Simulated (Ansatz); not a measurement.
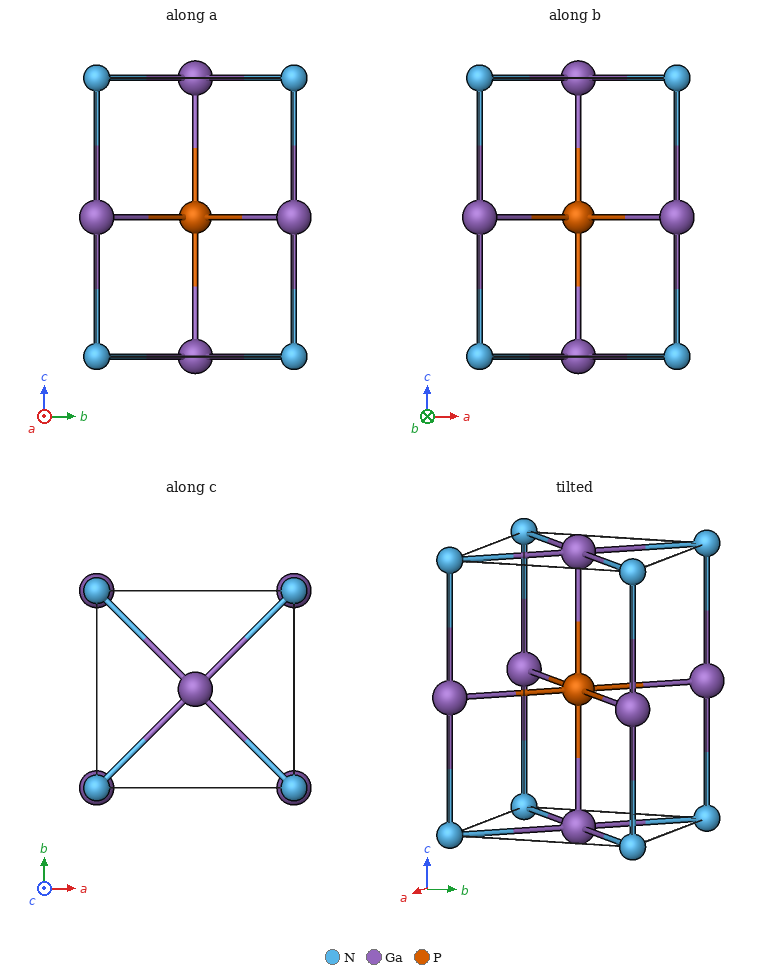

View along the a axis, along the b axis, along the c axis and slightly off an axis, drawn as a ball-and-stick model. Thin lines show the conventional unit cell, with boundary atoms drawn in all their periodic places.

Lattice parameters: a = 3.352 Å, b = 3.352 Å, c = 4.733 Å, α = 90.00°, β = 90.00°, γ = 90.00°.

Question: Convert the drawing into a table of Wyckoff sites.

Answer: Space group P4/mmm (No. 123).
```
atom  site       x       y       z
   N    1a  0.0000  0.0000  0.0000
  Ga    1b  0.0000  0.0000  0.5000
   P    1d  0.5000  0.5000  0.5000
  Ga    1c  0.5000  0.5000  0.0000
```

Origin of the cell: a structure type filled with these elements by a generator (whether the compound takes this form wasn't checked). Earlier steps of the study may have refined or changed the cell and positions. It was the input of a calculation with Ansatz.
